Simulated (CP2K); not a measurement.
Band structure of SrAlGe (P-6m2, 3 atoms in the cell).

```
CELL_PARAMETERS angstrom
      4.37730     0.00000     0.00000
     -2.18865     3.79085     0.00000
      0.00000     0.00000     4.86887
ATOMIC_POSITIONS crystal
  Sr 0.00000 0.00000 0.00000
  Al 0.66667 0.33333 0.50000
  Ge 0.33333 0.66667 0.50000
```

Method: PBEsol, GPW, DZVP-MOLOPT-SR-GTH basis, GTH-PBE potentials (GTH_POTENTIALS) (CP2K).

Settings: CUTOFF = 500 Ry; REL_CUTOFF = 50 Ry; SMEAR/METHOD = GAUSSIAN; SIGMA = 0.2 eV; KPOINTS/SCHEME = MONKHORST-PACK 9 9 7; XC_FUNCTIONAL = PBE:PBESOL; Sr/BASIS_SET = DZVP-MOLOPT-SR-GTH; Sr/POTENTIAL = GTH-PBE-q10; Al/BASIS_SET = DZVP-MOLOPT-SR-GTH; Al/POTENTIAL = GTH-PBE-q3; Ge/BASIS_SET = DZVP-MOLOPT-SR-GTH; Ge/POTENTIAL = GTH-PBE-q4; METHOD = GPW; EPS_DEFAULT = 1e-10.

The starting cell comes from a database of computed structures (which also holds hypothetical and non-ambient phases and stackings), without a prior relaxation at this level. Its lattice was rescaled by a random factor within 2.5 % of one. Values carry the incompleteness of an atom-centred basis. The potentials were made for another functional than the one used.

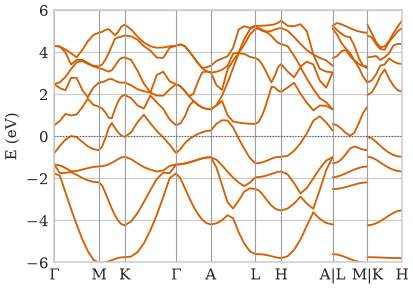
Figure. Bands along the path, energies from the Fermi level.

Levels in eV from the Fermi level, bands 6 to 11:
| point | 6 | 7 | 8 | 9 | 10 | 11 |
|---|---|---|---|---|---|---|
| Γ | -1.76 | -1.34 | -1.34 | -0.80 | 0.52 | 2.48 |
| M | -6.02 | -2.19 | -1.44 | -0.66 | 1.40 | 2.55 |
| K | -5.75 | -4.23 | -0.97 | -0.03 | 1.96 | 2.56 |
| A | -4.19 | -1.00 | -1.00 | 0.27 | 1.28 | 1.28 |
| L | -5.60 | -2.51 | -1.95 | -1.29 | 0.59 | 3.71 |
| H | -5.79 | -3.52 | -1.67 | -0.98 | 2.11 | 3.43 |

Bands cross the Fermi level along this path, so the cell is metallic at this level.

Higher empty bands are left out: an atom-centred basis made for the valence describes them poorly.
